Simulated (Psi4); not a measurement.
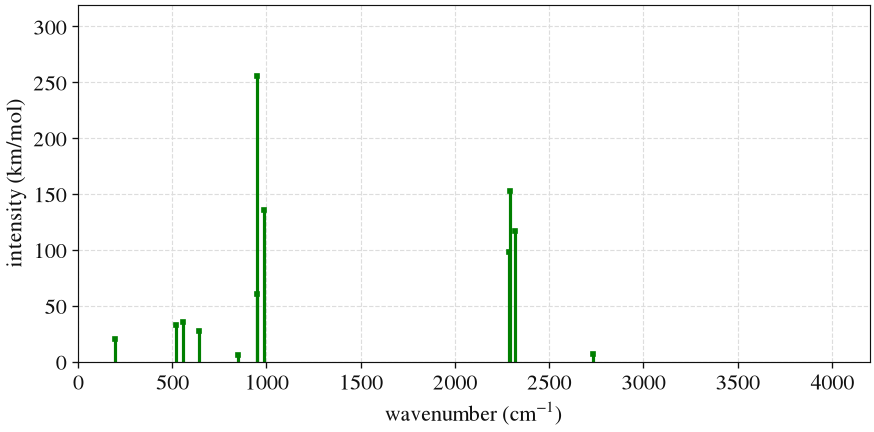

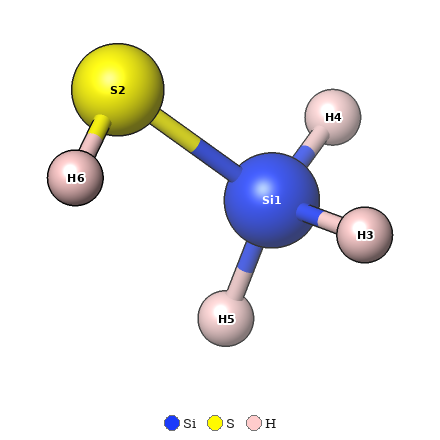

Infrared spectrum of SiH₄S, SMILES [SiH3]S. Unscaled harmonic wavenumbers and double-harmonic intensities, CAM-B3LYP/6-31G(d), Psi4, at a geometry relaxed at this level, isolated molecule.

Q: Which is the highest mode?

A: 2732.3 cm⁻¹ (6.8 km/mol).

Q: Which lines are the most intense?

A: 951.1 cm⁻¹ (255.6 km/mol), 2293.2 cm⁻¹ (152.8 km/mol) and 985.6 cm⁻¹ (135.3 km/mol).

Q: List the modes.

A:
| cm⁻¹ | km/mol |
| --- | --- |
| 197.7 | 19.9 |
| 520.4 | 32.5 |
| 557.2 | 35.0 |
| 641.8 | 27.1 |
| 847.0 | 5.8 |
| 947.5 | 60.7 |
| 951.1 | 255.6 |
| 985.6 | 135.3 |
| 2288.3 | 98.3 |
| 2293.2 | 152.8 |
| 2317.5 | 116.7 |
| 2732.3 | 6.8 |

Note: double-zeta basis.
